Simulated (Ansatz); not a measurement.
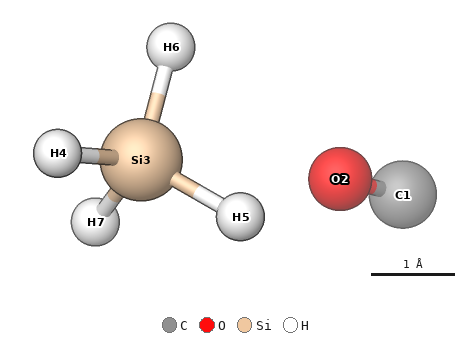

**Figure 1.** The structure as given in the input (ball-and-stick view, seen at a tilt; atoms are numbered from 1 in the order of the input). Bond lengths as drawn: C–O 1.12 Å and H–Si 1.48 to 1.49 Å.

**CH4OSi: a changed input and its effect**

System: CH4OSi.
Method of the first run: RHF-CCSD(T), frozen core/def2-TZVPPD (Ansatz 0.2.0).

The geometry comes from this level: PBE0-D4/def2-TZVP. Text and figures count atoms from 1; the logs count them from 0 in places.

### The input, the first run
```yaml
crystal:
  periodic: [false, false, false]
  atoms:
    - {symbol: C, position_ang: [0.054249, 0.456753, -3.458848]}
    - {symbol: O, position_ang: [-0.045832, 0.324893, -2.347600]}
    - {symbol: Si, position_ang: [-0.001862, -0.156048, 1.159596]}
    - {symbol: H, position_ang: [0.035827, -0.360681, 2.630258]}
    - {symbol: H, position_ang: [0.869863, 0.990401, 0.799774]}
    - {symbol: H, position_ang: [-1.396400, 0.127583, 0.737369]}
    - {symbol: H, position_ang: [0.484156, -1.382800, 0.479451]}
basis:
  gaussian: {orbitals: "def2-TZVPPD.json"}
correlation: {method: ccsd_t}
```

Command:
```bash
ansatz run in.yaml --threads 2 --pin off --events-out ev --progress --plain --max-ram 5222MiB
```

Hardware: 2 threads of Arm Neoverse V2, 23 GiB of memory available, shared host.

### Output (the first run)
```
Functional definition: HF
  exchange = exact_x
  correlation = 0
1113 factors; integrals over basis functions are off by at most 1.7e-3 eV
mean field evaluation 1: about -10992.7058 eV, gradient 2.8e1 eV
mean field evaluation 2: about -10992.7090 eV, gradient 2.8e1 eV
mean field evaluation 4: about -10994.5708 eV, gradient 3.1e0 eV
mean field evaluation 8: about -10994.6118 eV, gradient 4.3e-4 eV
mean field evaluation 16: about -10994.6112 eV, gradient 2.9e-1 eV
mean field -10994.61180824 eV, -404.0445315373 hartree, gradient 2.5e-6 eV, S^2 0.000000; 0 other end points of the search recorded, 0 dependent functions left out
7 core orbitals not correlated: weight in the atoms' cores, before any rotation towards them, 1.000 or more for the frozen orbitals, at most 0.000 for the correlated occupied ones
reference -10994.61180824 eV, -404.0445315373 hartree; 9, 9 occupied and 177, 177 virtual orbitals, 1113 factors
second order -13.57972423 eV of doubles, -0.00000000 eV of singles
cycle   1  -13.86303922 eV  change   -2.8e-1 eV  update   1.1e-1
cycle   2  -14.35802959 eV  change   -4.9e-1 eV  update   3.5e-2
cycle   3  -14.49780478 eV  change   -1.4e-1 eV  update   1.8e-2
cycle   4  -14.48333592 eV  change    1.4e-2 eV  update   3.6e-3
cycle   5  -14.48477837 eV  change   -1.4e-3 eV  update   1.3e-3
cycle   6  -14.48457834 eV  change    2.0e-4 eV  update   2.9e-4
cycle   7  -14.48448318 eV  change    9.5e-5 eV  update   6.5e-5
cycle   8  -14.48450149 eV  change   -1.8e-5 eV  update   2.0e-5
perturbative correction -0.56784285 eV, -0.0208678398 hartree
Total energy: -11009.66415258 eV, -404.5976949890 hartree
```

For the second run the input was changed thus:
```diff
-    - {symbol: Si, position_ang: [-0.001862, -0.156048, 1.159596]}
-    - {symbol: H, position_ang: [0.035827, -0.360681, 2.630258]}
-    - {symbol: H, position_ang: [0.869863, 0.990401, 0.799774]}
-    - {symbol: H, position_ang: [-1.396400, 0.127583, 0.737369]}
-    - {symbol: H, position_ang: [0.484156, -1.382800, 0.479451]}
+    - {symbol: Si, position_ang: [-0.003133, -0.274124, 2.036757]}
+    - {symbol: H, position_ang: [0.034555, -0.478757, 3.507419]}
+    - {symbol: H, position_ang: [0.868592, 0.872324, 1.676935]}
+    - {symbol: H, position_ang: [-1.397672, 0.009506, 1.614529]}
+    - {symbol: H, position_ang: [0.482885, -1.500877, 1.356612]}
```

What does this change do to the results?

With the same method and basis, the second run lies 0.39 kcal/mol higher.

### Output (the second run)
```
Functional definition: HF
  exchange = exact_x
  correlation = 0
1115 factors; integrals over basis functions are off by at most 1.0e-3 eV
mean field evaluation 1: about -10992.7117 eV, gradient 2.8e1 eV
mean field evaluation 2: about -10992.7150 eV, gradient 2.8e1 eV
mean field evaluation 4: about -10994.5796 eV, gradient 3.0e0 eV
mean field evaluation 8: about -10994.6200 eV, gradient 4.2e-4 eV
mean field evaluation 16: about -10994.6194 eV, gradient 2.9e-1 eV
mean field -10994.61998735 eV, -404.0448321140 hartree, gradient 2.6e-6 eV, S^2 0.000000; 0 other end points of the search recorded, 0 dependent functions left out
7 core orbitals not correlated: weight in the atoms' cores, before any rotation towards them, 1.000 or more for the frozen orbitals, at most 0.000 for the correlated occupied ones
reference -10994.61998735 eV, -404.0448321140 hartree; 9, 9 occupied and 177, 177 virtual orbitals, 1115 factors
second order -13.55423057 eV of doubles, -0.00000000 eV of singles
cycle   1  -13.84177966 eV  change   -2.9e-1 eV  update   1.1e-1
cycle   2  -14.33653994 eV  change   -4.9e-1 eV  update   3.5e-2
cycle   3  -14.47602448 eV  change   -1.4e-1 eV  update   1.8e-2
cycle   4  -14.46162757 eV  change    1.4e-2 eV  update   3.6e-3
cycle   5  -14.46314638 eV  change   -1.5e-3 eV  update   1.3e-3
cycle   6  -14.46294754 eV  change    2.0e-4 eV  update   2.9e-4
cycle   7  -14.46285443 eV  change    9.3e-5 eV  update   6.4e-5
cycle   8  -14.46287408 eV  change   -2.0e-5 eV  update   1.9e-5
perturbative correction -0.56436319 eV, -0.0207399648 hartree
Total energy: -11009.64722463 eV, -404.5970728982 hartree
```

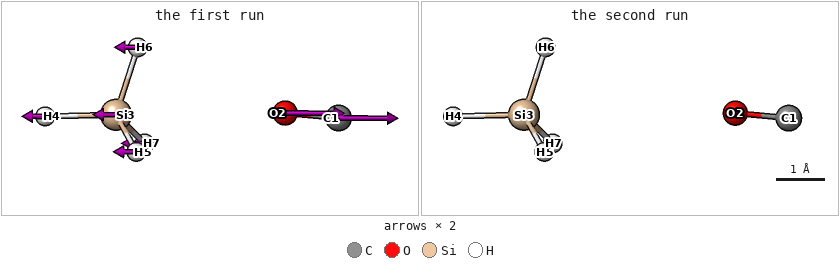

**Figure 2.** The two input geometries at one scale (ball-and-stick view, seen on its broad side). The pink arrows on the first give the shifts of the atoms after the best rigid fit, magnified 2 times. The largest moves after the best rigid fit, 0.63 Å, are those of C1 and O2. Largest moves by element: C 0.63 Å, O 0.63 Å, H 0.25 Å, Si 0.25 Å.

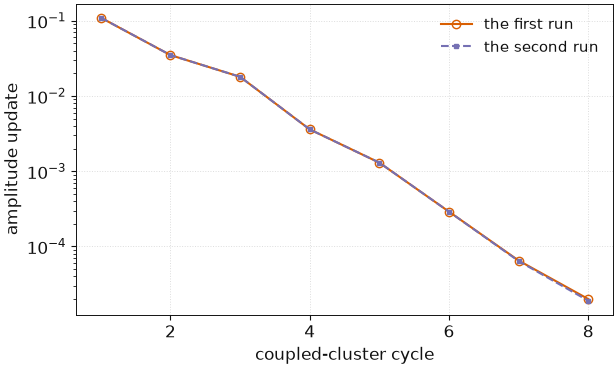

**Figure 3.** Convergence of the two runs: amplitude update against the coupled-cluster cycle. The first run takes 8 cycles in all, and the second run takes 8.

### The two runs side by side

| quantity | the first run | the second run |
| --- | --- | --- |
| outcome | converged | converged |
| total energy (hartree) | −404.597695 | −404.597073 |
| basis functions | 193 | 193 |
| wall time (shared host) | 32 s | 26 s |
